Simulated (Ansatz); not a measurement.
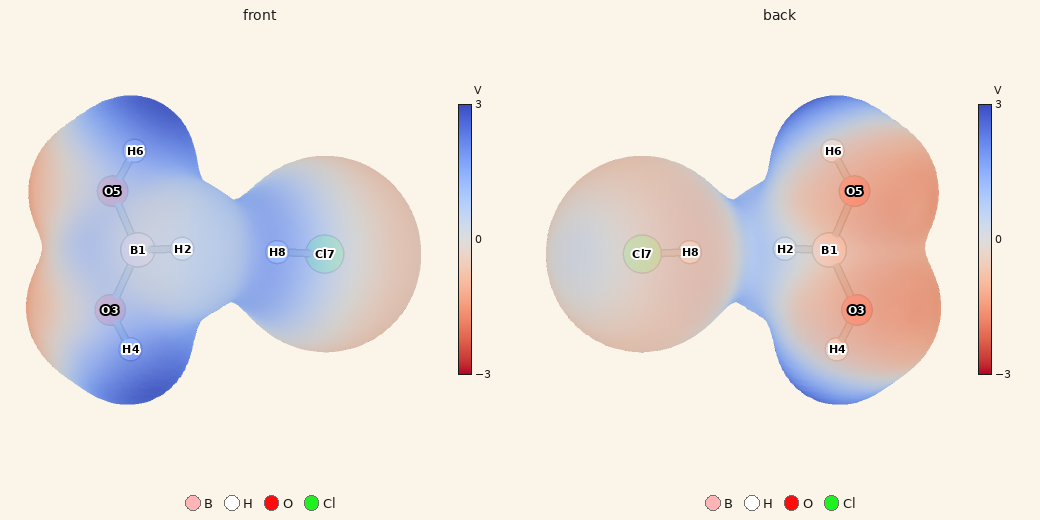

*BH$_{3}$O$_{2}$···HCl. The electrostatic potential painted on the density surface at 0.002 e/bohr³, seen from the front and from behind; red is negative and blue positive.*

Computed with Ansatz 0.2.0, RKS revPBE/def2-SVP.

```yaml
atoms:
  - { symbol: B, position_ang: [-0.0461, -0.5248, -0.2501] }
  - { symbol: H, position_ang: [0.0282, -0.4758, 0.9782] }
  - { symbol: O, position_ang: [1.0749, -0.6053, -1.0319] }
  - { symbol: H, position_ang: [1.8912, -0.5996, -0.5056] }
  - { symbol: O, position_ang: [-1.2541, -0.5312, -0.8941] }
  - { symbol: H, position_ang: [-2.0006, -0.4749, -0.2753] }
  - { symbol: Cl, position_ang: [0.1255, 2.8177, 1.5300] }
  - { symbol: H, position_ang: [0.1093, 1.5186, 1.5621] }
```

Where is the surface potential most negative and most positive?

The most negative region (about −1.4 V) lies over O3 and O5, the most positive (about +2.7 V) over H4 and H6. Cl7 shows a σ-hole: about +0.2 V at the tip opposite its bond, against about −0.5 V on its flanks.
